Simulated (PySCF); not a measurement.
**C4H11OPSi (SMILES O=P1(C[SiH3])CCC1): density, localisation and related maps**

```xyz
18

O     0.2234    0.4368    2.2839
P    -0.1034   -0.0213    0.9299
C     1.2951   -0.7076   -0.0081
Si    2.6320    0.6380   -0.1661
C    -1.1215    1.0388   -0.2014
C    -1.9983   -0.1791   -0.5498
C    -1.6046   -1.0778    0.6381
H     1.6690   -1.5551    0.5667
H     0.9452   -1.0659   -0.9734
H     3.1514    1.0016    1.1455
H     2.0510    1.8031   -0.8404
H     3.6910    0.0691   -1.0064
H    -0.6516    1.5393   -1.0448
H    -1.6633    1.7761    0.3923
H    -1.6851   -0.6246   -1.4939
H    -3.0639    0.0389   -0.6122
H    -1.4865   -2.1359    0.4146
H    -2.2886   -0.9681    1.4805
```

Geometry: GFN2-xTB.

Computed with PBE0/pcSseg-1, SCF density, gas phase, non-relativistic in PySCF.

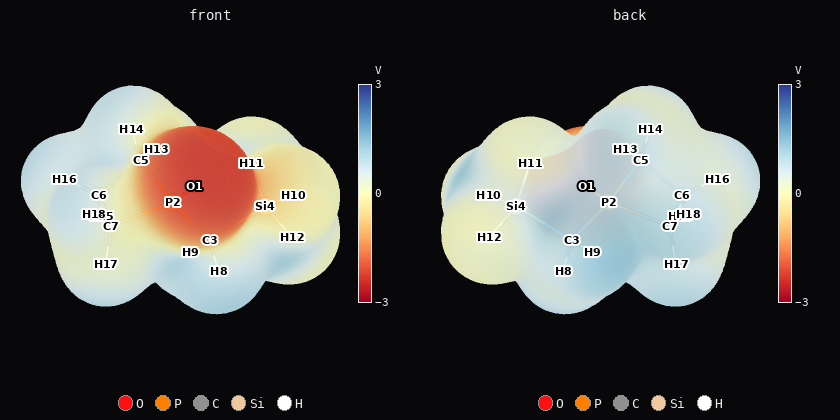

Figure 1. The molecular electrostatic potential painted on the density surface at 0.002 e/bohr³, seen from the front and from behind; red is negative and blue positive.

**Which sites attract a positive test charge, and which a negative one?**

A positive charge is drawn to the negative regions and a negative charge to the positive ones. The most negative region (about −2.3 V, or −53 kcal/mol for a unit charge) lies over O1, the most positive (about +1.3 V, or +30 kcal/mol for a unit charge) over H9. O1 is the likeliest acceptor of a hydrogen bond.

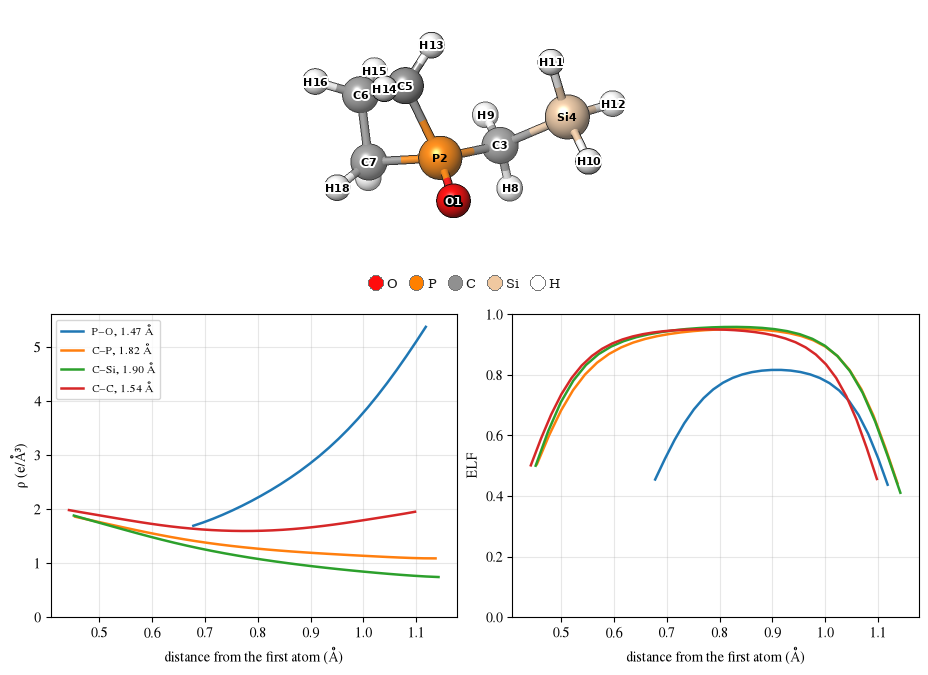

Figure 2. Total electron density and electron localisation function along straight lines between neighbouring atoms. The curves leave out the atomic cores. The structure is drawn too.

**What kind of bonding do the profiles show?**

P–O (1.47 Å): ρ is about 1.9 e/Å³ halfway; the ELF peaks at about 0.80 between the atoms; a polar covalent bond.
C–P (1.82 Å): ρ is about 1.2 e/Å³ halfway; the ELF peaks at about 0.95 between the atoms (a shared electron pair).
C–Si (1.90 Å): ρ is about 0.89 e/Å³ halfway; the ELF peaks at about 0.95 between the atoms (a shared electron pair).
C–C (1.54 Å): ρ at the midpoint is about 1.6 e/Å³; the ELF peaks at about 0.95 between the atoms: localised, covalent bonding.
